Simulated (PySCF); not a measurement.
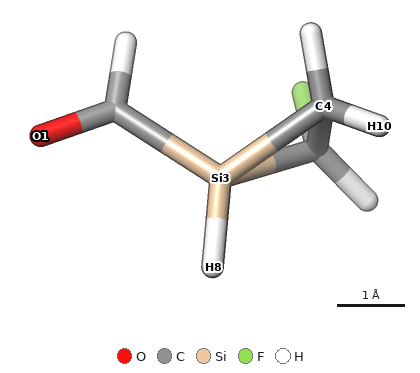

*The structure as given in the input (stick view, seen at a tilt; atoms are numbered from 1 in the order of the input).*

**NMR shielding calculation of C₃H₅FOSi**

The run: NMR shielding calculation of C₃H₅FOSi. Method and program: GIAO OPBE/pcSseg-2 NMR shielding, non-relativistic, gas phase (PySCF 2.14.0).

The geometry comes from this level: PBE0-D3(BJ)/def2-SVP. Figures and captions count atoms from 1; the log counts them from 0 in places.

The input
```
{"job": {"kind": "nmr", "xc": "OPBE", "basis": "pcSseg-2", "pop": false}, "charge": 0, "multiplicity": 1}
O      2.983054     0.674709     0.475442
C      1.908824     0.137028     0.569187
Si     0.382272     0.658279    -0.441162
C     -1.244113     0.230725     0.404140
C     -0.874533    -0.729374    -0.696132
F     -0.567177    -1.999158    -0.306888
H      1.751126    -0.728517     1.271103
H      0.501780     1.789040    -1.391385
H     -1.144865    -0.175312     1.418639
H     -2.144440     0.840917     0.272022
H     -1.514151    -0.723647    -1.589082
```

The first line tells a small driver script what to run in PySCF; the rest is the geometry in Å.

Run on 1 CPU thread, shared host.

Command:
```bash
OMP_NUM_THREADS=1 python <driver script> task.json out
```

Output
```
coarse grid: 10160 points
cycle   1  E = -581.6082970512  dE =  7.035e-01  |g| = 8.961e-01  |ddm| = 2.465e+00
cycle   2  E = -580.5336010993  dE =  1.075e+00  |g| = 2.368e+00  |ddm| = 4.875e+00
cycle   3  E = -581.7232471649  dE = -1.190e+00  |g| = 4.207e-01  |ddm| = 4.521e+00
cycle   4  E = -581.7587389338  dE = -3.549e-02  |g| = 1.892e-01  |ddm| = 5.295e-01
cycle   5  E = -581.7664929262  dE = -7.754e-03  |g| = 7.452e-02  |ddm| = 2.499e-01
cycle   6  E = -581.7680195502  dE = -1.527e-03  |g| = 2.385e-02  |ddm| = 9.999e-02
cycle   7  E = -581.7681687405  dE = -1.492e-04  |g| = 8.005e-03  |ddm| = 2.617e-02
cycle   8  E = -581.7681820589  dE = -1.332e-05  |g| = 1.704e-03  |ddm| = 7.718e-03
cycle   9  E = -581.7681825063  dE = -4.474e-07  |g| = 9.245e-04  |ddm| = 1.976e-03
final grid: 95224 points
cycle  10  E = -581.7667698912  dE = -2.041e-04  |g| = 2.883e-02  |ddm| = 6.854e-02
cycle  11  E = -581.7655478065  dE =  1.222e-03  |g| = 8.168e-02  |ddm| = 7.507e-02
cycle  12  E = -581.7669073225  dE = -1.360e-03  |g| = 8.684e-03  |ddm| = 6.577e-02
cycle  13  E = -581.7669208330  dE = -1.351e-05  |g| = 2.913e-03  |ddm| = 9.235e-03
cycle  14  E = -581.7669222493  dE = -1.416e-06  |g| = 4.262e-04  |ddm| = 2.435e-03
cycle  15  E = -581.7669222919  dE = -4.265e-08  |g| = 1.398e-04  |ddm| = 6.136e-04
cycle  16  E = -581.7669222955  dE = -3.643e-09  |g| = 5.438e-05  |ddm| = 1.913e-04
cycle  17  E = -581.7669222964  dE = -8.773e-10  |g| = 2.152e-05  |ddm| = 8.980e-05
```

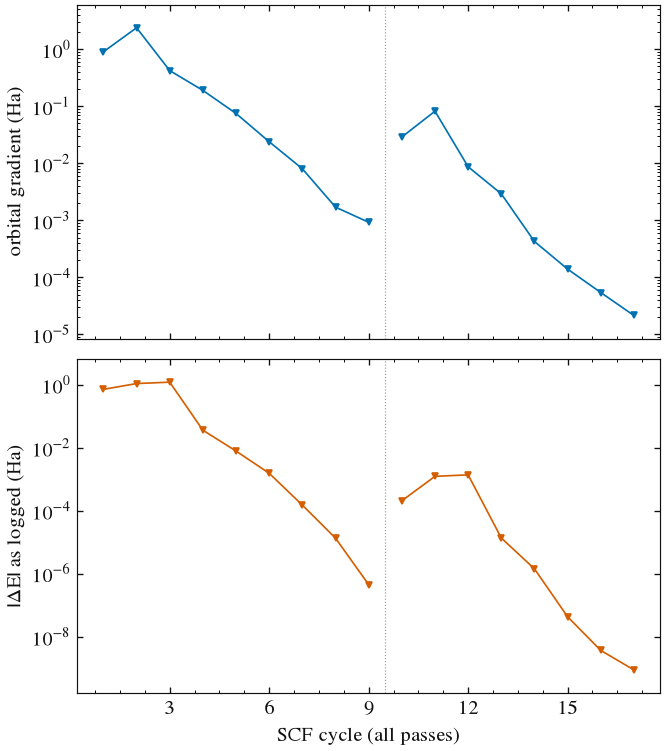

*Convergence of the self-consistent field: orbital gradient and size of the energy change against the SCF cycle. The dotted line marks the change from a coarse to the final integration grid.*

The first 9 cycles use a coarse grid, the final grid takes over at cycle 10, and the field converges after 17 cycles in all.

```
converged SCF energy = -581.7669222964

GIAO shielding tensors (ppm)
atom      isotropic    diamagn.    paramagn.     s11        s22        s33       span
  0 O     -507.919     390.556    -898.475  -1429.579   -484.766    390.588   1820.168
  1 C      -49.426     248.909    -298.335   -168.372    -60.830     80.924    249.296
  2 Si     485.412     882.794    -397.382    361.775    398.321    696.141    334.365
  3 C      174.359     255.443     -81.084    149.390    180.418    193.270     43.879
  4 C      100.577     245.705    -145.128     38.886     79.808    183.035    144.149
  5 F      400.430     468.643     -68.213    372.049    394.797    434.445     62.396
  6 H       19.217      28.370      -9.153     12.581     19.195     25.875     13.294
  7 H       28.078      30.544      -2.466     23.920     25.293     35.020     11.100
  8 H       29.273      31.214      -1.942     25.585     26.025     36.208     10.623
  9 H       29.565      29.402       0.163     25.005     25.492     38.198     13.194
 10 H       25.594      28.829      -3.235     22.104     25.558     29.121      7.017
```

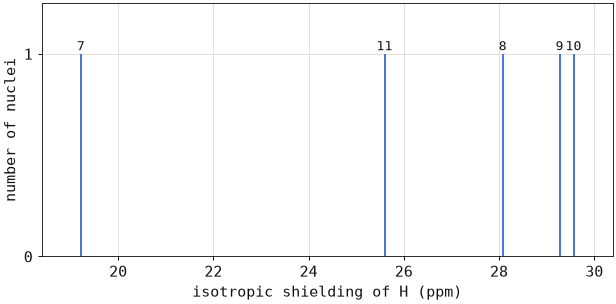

*Isotropic shieldings of the hydrogen nuclei in this fixed geometry, labelled by atom number; shielding grows to the right, so chemical shift grows to the left.*

The least shielded is H7 (19.2 ppm), the most shielded H10 (29.6 ppm).

Summary

| quantity | value |
| --- | --- |
| outcome | converged |
| total energy | −581.766922 hartree |
| HOMO | −5.70 eV |
| LUMO | −2.79 eV |
| dipole moment | 2.78 D |
| isotropic shielding, O | −507.9 ppm |
| isotropic shielding, C | −49.4 to 174.4 ppm |
| isotropic shielding, Si | 485.4 ppm |
| isotropic shielding, F | 400.4 ppm |
| isotropic shielding, H | 19.2 to 29.6 ppm |
| wall time | 77 s |
| peak memory | 0.93 GiB |
